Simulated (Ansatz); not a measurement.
## Electronic structure of Lu$_{2}$GaN$_{3}$ in real space

```cif
data_structure
_symmetry_space_group_name_H-M 'P 1'
_symmetry_Int_Tables_number 1
_cell_length_a 5.7290
_cell_length_b 5.7290
_cell_length_c 8.4649
_cell_angle_alpha 90.000
_cell_angle_beta 90.000
_cell_angle_gamma 120.000
_cell_volume 240.60
loop_
_atom_site_label
_atom_site_type_symbol
_atom_site_fract_x
_atom_site_fract_y
_atom_site_fract_z
_atom_site_occupancy
Lu1 Lu 0.66667 0.33333 0.01189 1
Lu2 Lu 0.33333 0.66667 0.34523 1
Lu3 Lu 0.00000 0.00000 0.67856 1
Lu4 Lu 0.00000 0.00000 0.32144 1
Lu5 Lu 0.66667 0.33333 0.65477 1
Lu6 Lu 0.33333 0.66667 0.98811 1
Ga1 Ga 0.00000 0.00000 0.00000 1
Ga2 Ga 0.66667 0.33333 0.33333 1
Ga3 Ga 0.33333 0.66667 0.66667 1
N1 N 0.83333 0.16667 0.16667 1
N2 N 0.50000 0.50000 0.50000 1
N3 N 0.16667 0.83333 0.83333 1
N4 N 0.33333 0.16667 0.16667 1
N5 N 0.00000 0.50000 0.50000 1
N6 N 0.66667 0.83333 0.83333 1
N7 N 0.83333 0.66667 0.16667 1
N8 N 0.50000 0.00000 0.50000 1
N9 N 0.16667 0.33333 0.83333 1
```

Space group R-3m; a structure from a database of computed crystals, not necessarily the ambient phase; started from the Li2GaCu3-166 prototype, which need not be the ambient phase.

All numbers below come from DFT, r2SCAN+rVV10, plane waves, PAW in Ansatz 0.2.0.

Core electrons are frozen (PAW), and the valence fields are smoothed inside the atomic spheres.

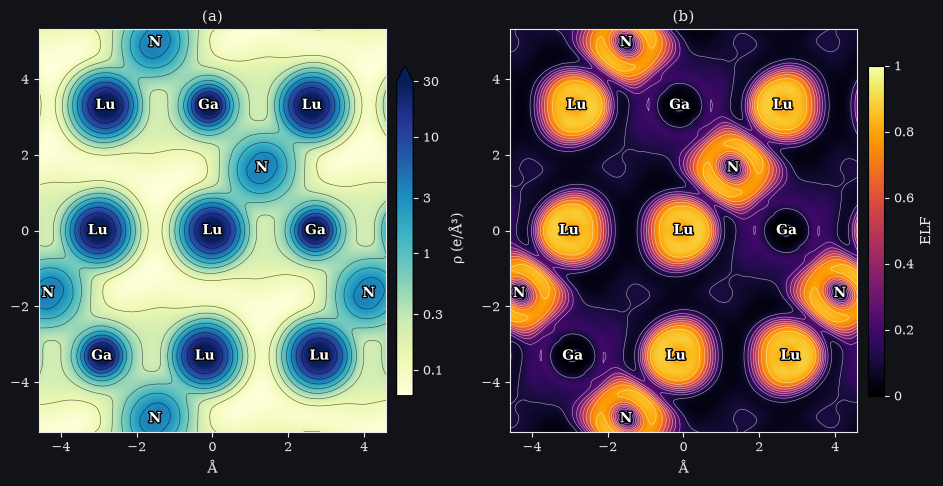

Figure 1. (a) valence electron density; (b) electron localisation function on the (110) plane of the conventional cell.

Q: Interpret the plot.

A: The plane passes through Lu, Ga and N nuclei. Lu–N (2.11 Å): ρ is about 0.73 e/Å³ halfway; the ELF peaks at about 0.85 in the valence shell of N, 0.6 Å from its nucleus, and drops to about 0.25 between the two atoms (no localised pair shows between them). Ga–N (2.17 Å): ρ at the midpoint is about 0.47 e/Å³; the ELF peaks at about 0.80 in the valence shell of N, 0.7 Å from its nucleus, and is about 0.35 at the midpoint. Between the atoms the lowest density in this plane is 0.06 e/Å³. The features right at Lu lie inside the PAW spheres, where the map follows smoothed inner orbitals and isn't to be read closely.

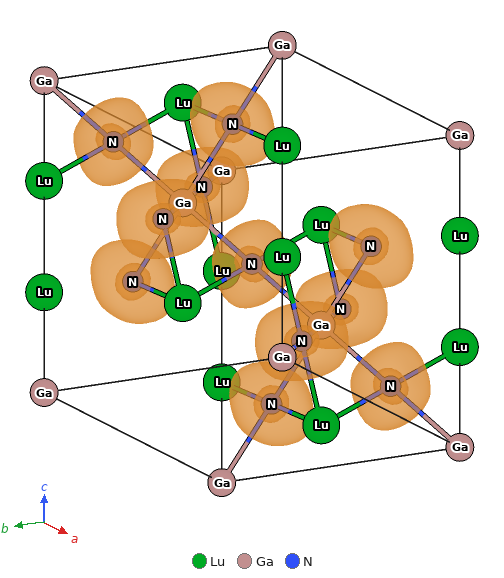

Figure 2. Isosurface of the electron localisation function at 0.65 (orange), seen at an oblique angle. Core shells and regions of very low density are left out. Sticks mark near contacts.

Q: Where are the electrons localised?

A: The surface consists of nine regions wrapped around N (the valence shell of each), counted in one cell of 18 atoms. Any copies at cell faces, edges or corners count once.
